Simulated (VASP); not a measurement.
Band structure of V (bcc). These are r2SCAN meta-GGA, VASP's PBE PAW potentials (set 64) (plane waves; VASP) values and carry that method's errors.

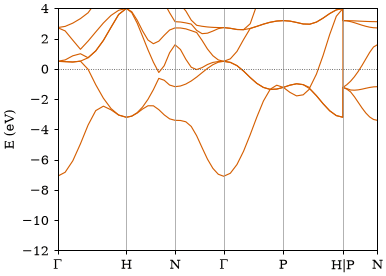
*Bands along high-symmetry lines, zero at the valence-band maximum or, without a gap, the Fermi level*

Read the plot: is there a gap, and where are the band edges?

It has no gap at this level: it comes out as a metal or semimetal.

The compound is V in the bcc structure. It was relaxed first, which changed the volume by -5 %. The run is not spin-polarised, so no magnetic state was tried.
